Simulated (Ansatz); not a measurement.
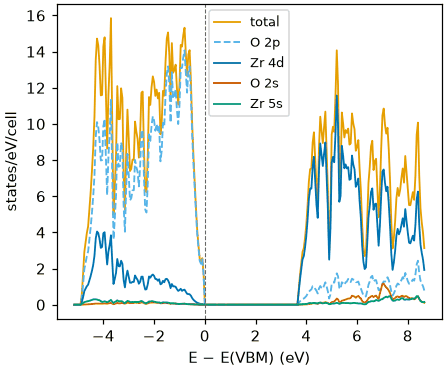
Total and projected density of states of ZrO2 in space group P2_1/c (No. 14; Zr on 4e, O on 4e, O on 4e), DFT-PBE in the program Ansatz with PAW potentials

### Question
Which orbitals carry the states next to the gap?

### Answer
Top 1 eV of the valence band: O 2p 93 %. Bottom 1 eV of the conduction band: Zr 4d 86 %, O 2p 11 %. Projections are on Löwdin-orthogonalised atomic valence shells; empty p or d shells of many metals are not among them.

### Question
Where is the tallest occupied peak in this window, and what makes it?

### Answer
Near -3.7 eV, about 16 states/eV per cell; the largest projected share is O 2p.

The cell was relaxed with PBE under the symmetry of its start. The run is not spin-polarised. Spin–orbit coupling is left out wherever it is not named.

Potentials: the earlier of the program's two PAW sets.
